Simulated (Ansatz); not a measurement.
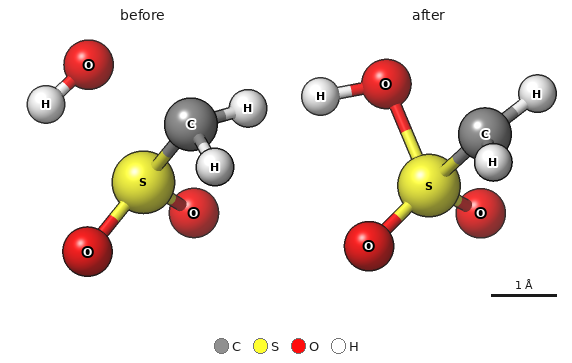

The structure of CH$_{3}$O$_{3}$S (charge +1) before (left) and after (right) a relaxation, at one scale.

Style: ball-and-stick. Shown from a free direction.

Theory: Ansatz, RKS r2SCAN/def2-TZVPD.

Input file:
```yaml
crystal:
  periodic: [false, false, false]
  atoms:
    - {symbol: C, position_ang: [0.736057, 0.553174, 0.849810]}
    - {symbol: S, position_ang: [-0.008121, -0.147436, -0.493995]}
    - {symbol: O, position_ang: [-0.528894, 0.688969, -1.601042]}
    - {symbol: O, position_ang: [0.706718, -1.289253, -1.040621]}
    - {symbol: O, position_ang: [-1.658898, -0.461042, 0.758372]}
    - {symbol: H, position_ang: [1.910447, 0.617299, 0.760676]}
    - {symbol: H, position_ang: [0.436974, 1.533370, 0.705204]}
    - {symbol: H, position_ang: [-1.291546, -1.272202, 0.461196]}
basis:
  gaussian: {orbitals: def2-TZVPD}
total_charge: 1
hamiltonian: {xc: {name: r2SCAN}, pseudopotentials: {relativity: scalar}}
scf: {lower_state_search: full}
relax: {f_tol: 0.001, max_steps: 3}
```

Run as
```bash
ansatz run in.yaml --threads 4 --pin off --events-out ev --progress --plain --max-ram 10444MiB
```

Question: Summarise the run.

Answer: The relaxation stopped without meeting its thresholds, so the last structure isn't shown to be converged. The input was poor on purpose: steps. The atom that moves furthest after the best rigid fit is O5 (0.39 Å). Largest moves by element: O 0.39 Å, H 0.23 Å, C 0.21 Å, S 0.10 Å. Near-neighbour distances that change, for instance: S2–O5 2.096 → 1.739 Å, S2–H8 1.956 → 2.178 Å, O5–H8 0.939 → 1.044 Å, S2–O3 1.482 → 1.399 Å. New bonds form, among them: S2–O5 (2.10 → 1.74 Å). Among the angles between lasting bonds that change: H6–C1–H7 103.0° → 119.0°, S2–C1–H7 98.9° → 110.7°, S2–C1–H6 113.7° → 123.0°. The energy falls by 78.6 kcal/mol in 2 geometry steps. Largest force component: 4 eV/Å at the start, 2.3 eV/Å at the end. Cost: 18 s on 4 threads of Arm Neoverse V2 (shared host).
